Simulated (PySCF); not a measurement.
## Electronic structure of C$_{5}$H$_{7}$BrSi in real space

The calculation's input:

```
{"job": {"kind": "uv", "xc": "PBE0", "basis": "def2-SVPD", "nstates": 6, "ntriplets": 2}, "charge": 0, "multiplicity": 1}
C      2.021877    -0.005259    -0.571265
C      0.574546    -0.082555    -0.240355
C     -0.212898    -1.150701    -0.429495
C     -1.606544    -1.023243    -0.026685
C     -1.982095     0.149203     0.498874
Si    -0.490331     1.288059     0.512691
Br     0.195272     1.793153     2.572286
H      2.599990     0.239959     0.320473
H      2.201032     0.784030    -1.302211
H      2.385627    -0.947835    -0.977531
H      0.137947    -2.082845    -0.849289
H     -2.272573    -1.864359    -0.155468
H     -2.984609     0.351819     0.832320
H     -0.567919     2.550103    -0.206511
```

Run with:

```sh
OMP_NUM_THREADS=1 python probes_run.py task.json out
```

Geometry: GFN2-xTB.

The calculation used PBE0/def2-SVPD, SCF density, gas phase in PySCF 2.14.0.

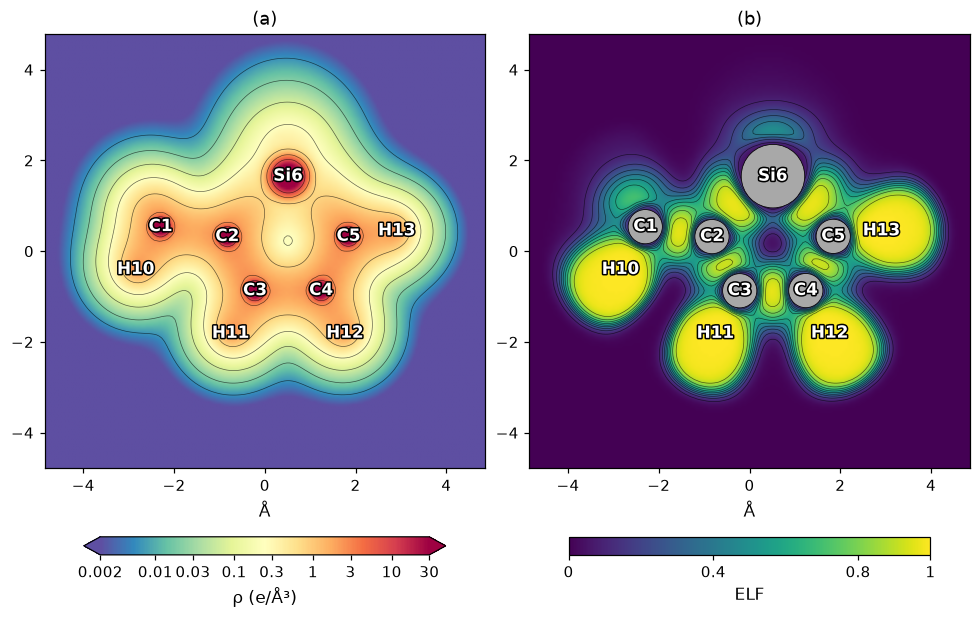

Figure 1. (a) total electron density; (b) electron localisation function on the plane of atoms C2, C3 and H11. Grey discs cover the atomic cores in the ELF map.

Q: What does the map show?

A: Atoms in the plane: C, Si and H. C–C (1.34 Å): the density is about 2.3 e/Å³ at the midpoint; the ELF peaks at about 0.90 between the atoms (a short, multiple covalent bond). C–Si (1.88 Å): ρ at the midpoint is about 0.95 e/Å³; the ELF peaks at about 0.95 between the atoms (a covalent bond). C–H (1.08 Å): ρ at the midpoint is about 2 e/Å³; the ELF climbs to about 1 towards the hydrogen, as it does in any bond to H (a covalent bond by its length). C–C (1.46 Å): ρ at the midpoint is about 1.9 e/Å³; the ELF peaks at about 0.95 between the atoms; localised, covalent bonding.

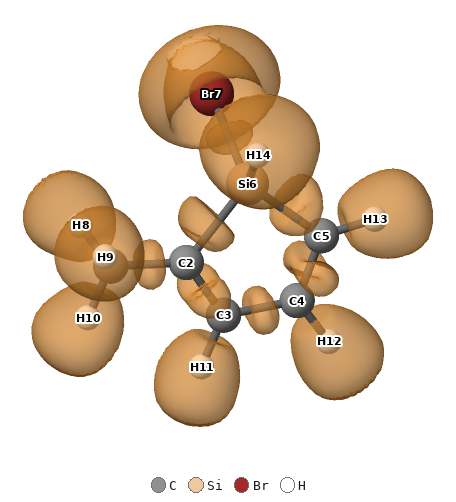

Figure 2. Isosurface of the electron localisation function at 0.8 (orange), seen at a tilt. Only the valence region is drawn (cores and ρ < 0.01 e/Å³ removed).

Q: Where are the electrons localised?

A: At this value the surface marks out one region between bonded Br–Si atoms (shared pairs), four regions between bonded C–C atoms (shared pairs), two regions between bonded C–Si atoms (shared pairs), seven regions around hydrogen nuclei and one ring or bowl of non-bonding electrons around Br.

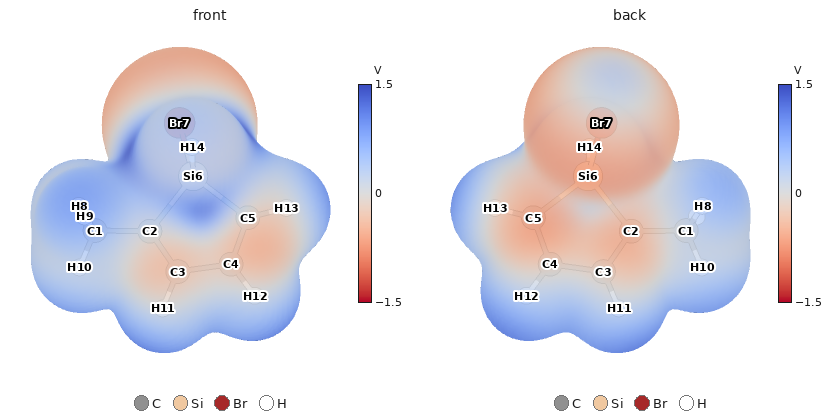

Figure 3. The molecular electrostatic potential painted on the density surface at 0.002 e/bohr³, seen from the front and from behind; red is negative and blue positive.

Q: Where is the surface potential most negative and most positive?

A: The most negative region (about −0.7 V) lies over C5 and Br7, the most positive (about +1.1 V) over Si6. Br7 shows a σ-hole: about +0.3 V at the tip opposite its bond, against about −0.5 V on its flanks.
